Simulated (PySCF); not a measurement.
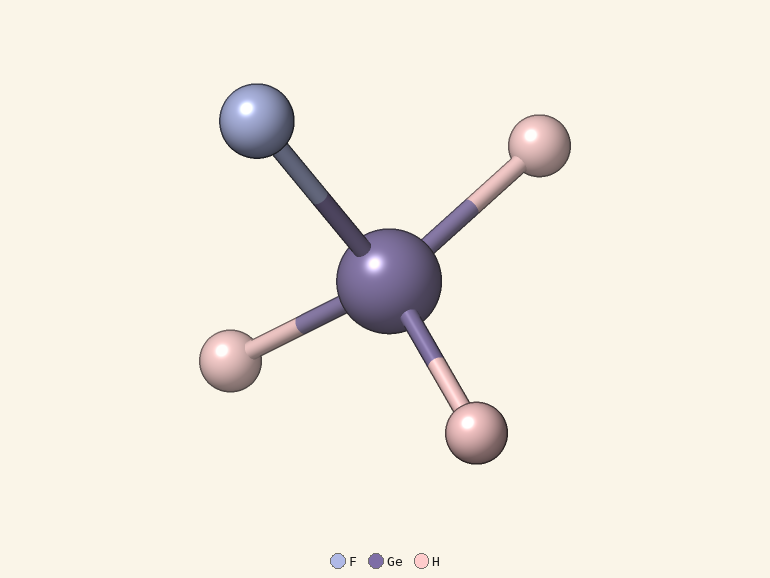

Computed geometry: GFN2-xTB optimisation. No frequency run is at hand to confirm it as a minimum. Method: CAM-B3LYP/def2-SVPD, gas phase (PySCF 2.14.0). Excitations: vertical, linear response.

Predict the main results.

The species is FGeH₃ (`[F][GeH3]`).
- dipole moment: 2.53 D
- HOMO energy (Kohn–Sham orbital): −11.22 eV
- LUMO energy (Kohn–Sham orbital): 0.52 eV
- HOMO–LUMO gap: 11.74 eV
- mean static polarisability: 30.6 bohr³
- lowest vertical singlet excitation: 7.88 eV
- its oscillator strength: 0.004
- brightest of the 8 lowest singlets: 9.10 eV
- its oscillator strength: 0.13

The geometry is semi-empirical. Around Ge such bond lengths and angles can be off by a tenth of an ångström or more and by several degrees, and values that hang on the shape move with them.
